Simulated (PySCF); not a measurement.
**C$_{3}$H$_{10}$O$_{2}$Si$_{3}$: density, localisation and related maps**

Input

```
{"job": {"kind": "nmr", "xc": "PBE0", "basis": "pcSseg-1"}, "charge": 0, "multiplicity": 1}
C      0.805343    -1.945685     1.132291
C      0.284444    -1.083460     0.266527
C      1.099890    -0.530037    -0.863468
Si     1.630186     1.273049    -0.507681
O      0.300573     2.127850    -0.139360
Si    -1.304874     1.907515     0.134032
Si    -1.470844    -0.361236     0.450809
O     -2.460233    -0.882135    -0.744870
H      1.817614    -2.313586     1.044074
H      0.237170    -2.325485     1.965381
H      1.978222    -1.152296    -1.042616
H      0.502207    -0.535955    -1.778565
H      2.194048     1.898683    -1.701917
H      2.495780     1.345396     0.667712
H     -1.956634     2.508304    -1.034776
H     -1.562211     2.757146     1.301156
H     -1.978449    -0.871270     1.738245
H     -2.620992    -1.810480    -0.898628
```

Launched as:

```sh
OMP_NUM_THREADS=1 python probes_run.py task.json out
```

Geometry: GFN2-xTB.

Level of theory: PBE0/pcSseg-1, SCF density, gas phase, non-relativistic (PySCF).

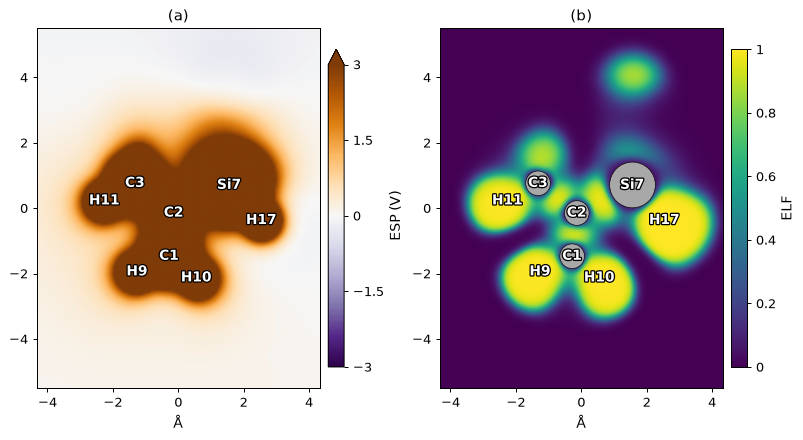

Figure 1. (a) electrostatic potential; (b) ELF on the plane of atoms C1, C2 and Si7. Grey discs cover the atomic cores in the ELF map.

**Read the bonding off the picture.**

The section cuts through C, Si and H sites. C–C (1.33 Å): the ELF peaks at about 0.90 between the atoms: a multiple bond. C–Si (1.91 Å): the ELF peaks at about 0.95 between the atoms, as expected for a covalent bond. C–C (1.50 Å): the ELF peaks at about 0.95 between the atoms (a covalent bond). C–H (1.08 Å): the ELF climbs to about 1 towards the hydrogen, as it does in any bond to H (a covalent bond by its length). The potential has no marked negative region in this plane.

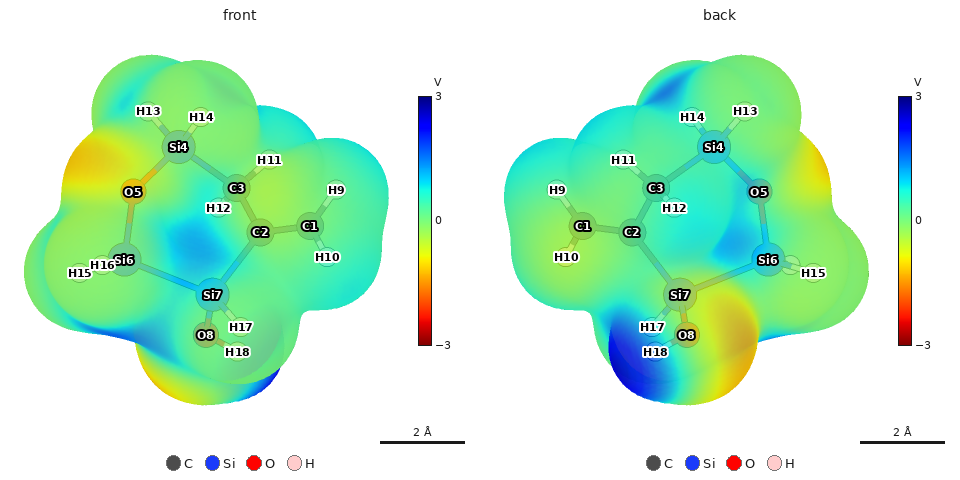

Figure 2. The molecular electrostatic potential painted on the density surface at 0.002 e/bohr³, seen from the front and from behind; the colour scale runs from red (negative) to blue (positive).

**Describe the electrostatic potential map.**

The most negative region (about −1.3 V) lies over O8, the most positive (about +2.5 V) over H18. O8 is the likeliest acceptor of a hydrogen bond.
